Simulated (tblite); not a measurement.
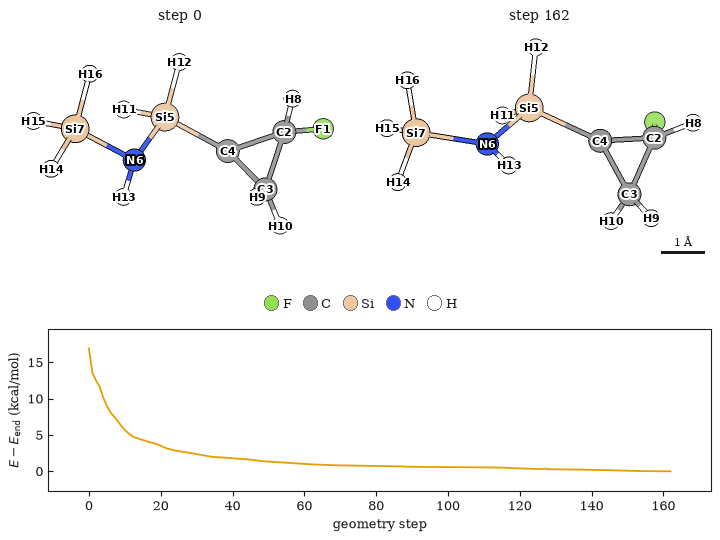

First and last geometry of a relaxation of C3H9FNSi2 (multiplicity 2), with the history of the run. A ball-and-stick model, seen at a tilt.

Method: GFN2-xTB geometry optimisation, gas phase (tblite 0.8.0). 

**What do the curves and the structures tell?**

It converged. The largest move after the best rigid fit is that of H13, 1.60 Å. Largest moves by element: H 1.60 Å, C 1.03 Å, F 0.77 Å, Si 0.47 Å, N 0.44 Å. Some distances before and after: Si5–Si7 2.768 → 3.106 Å, C4–Si5 1.796 → 1.848 Å, N6–Si7 1.687 → 1.730 Å, Si5–N6 1.700 → 1.733 Å. Bond angles that change, for instance: Si5–N6–Si7 109.6° → 127.5°, C2–C4–Si5 123.2° → 136.3°, C3–C4–Si5 126.7° → 139.4°. The energy falls by 16.9 kcal/mol in 162 geometry steps.
